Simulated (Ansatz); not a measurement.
# Fields on a plane of PbTe (rock salt)

```xyz
2
Lattice="0.0000 3.2845 3.2845 3.2845 0.0000 3.2845 3.2845 3.2845 0.0000" Properties=species:S:1:pos:R:3 pbc="T T T"
Te     0.0000     0.0000     0.0000
Pb     3.2845     3.2845     3.2845
```

The slice is a {111} plane (indices of the conventional cell) through the point (0.000, 0.000, 0.000) (fractional), spanned by u = [100] and v = [-1 2 0] in vectors of this cell: u (4.64 Å) and v (8.05 Å, at 90° to u). It covers one period; positions are fractions (u, v).

Atoms on it: Te at (0.00, 0.00); Te at (0.50, 0.50).

Method: PBE (plane waves to 420 eV, PAW, scalar-relativistic; Ansatz, an electronic-structure program). k mesh 9×9×9. Near the nuclei the fields are pseudised (PAW); where an atom keeps semicore shells as valence, they peak there. PbTe was relaxed with its symmetry unable to fall. Spin-orbit coupling is left out, though Pb and Te are heavy.

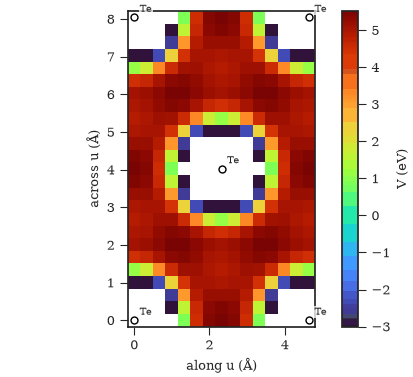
Figure. Electrostatic potential energy of an electron, from the cell's mean, in eV, one period of the plane, atoms marked. Points within 1 Å of a nucleus are left white, as the pseudised field means little there. Values under -3 eV are set to -3. The zero, the cell's mean, hangs on the PAW cores.

```
|@@%%**==::..      ..::==**%%|
|****==--::..      ..::--==**|
|====--::..          ..::--==|
|--::::..              ..::::|
|......                  ....|
|                            |
|          ..........        |
|        ..::::--::::..      |
|      ..::--======--::..    |
|    ..::--==******==--::..  |
|    ..::==**%%@@%%**==::..  |
|    ..--==**@@@@@@**==--..  |
|    ..::==**%%@@%%**==::..  |
|    ..::--==******==--::..  |
|      ..::--======--::..    |
|        ..::::--::::..      |
|          ..........        |
|                            |
|......                  ....|
|--::::..              ..::::|
|====--::..          ..::--==|
|****==--::..      ..::--==**|
|@@%%**==::..      ..::==**%%|
|@@@@**==--..      ..--==**@@|
```
Scale: ten equal steps from -1.44 (start of ' ') to 1.24 (end of '@'), in the order ' .:-=+*#%@'. Values: log₁₀ of the valence density in e/Å³. The map has 14 points along u (two characters each, u = 0 at the left) and 24 along v (v = 0 in the bottom row). The scale is logarithmic, as a density can span decades between atoms and voids.
